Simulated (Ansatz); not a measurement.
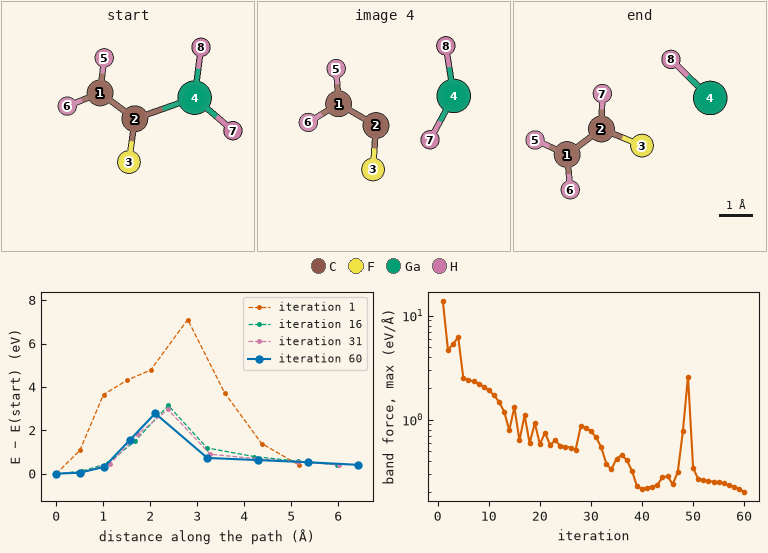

A search for the minimum-energy path of C₂H₄FGa by the nudged elastic band. Images are numbered from 0 (start) to 8 (end). The plot follows the band through its iterations. Style: ball-and-stick. Shown face on.

These are results of RKS PBE/def2-SVP (Ansatz), not measurements. Set-up: 7 movable images; climbing image; force threshold 0.05 eV/Å; iteration limit 60; optimiser FIRE; starting path through a guess of the saddle point.

Did the band converge, and can the barrier be trusted?

The result isn't final. The band hadn't converged when the run stopped after 60 iterations. The largest component of the band force went from 14 to 0.2 eV/Å. The barrier read from it is provisional, though the highest image hardly moved in the last two iterations. The first iteration put the highest image at 7.11 eV. Forward barrier 2.78 eV, backward barrier 2.37 eV, with image 4 at the top; the reaction energy is +0.41 eV.

Cost: 9.3 min on 2 threads of Intel(R) Xeon(R) Platinum 8175M CPU @ 2.50GHz (Skylake/Cascade Lake) (shared host), peak memory 0.15 GiB.
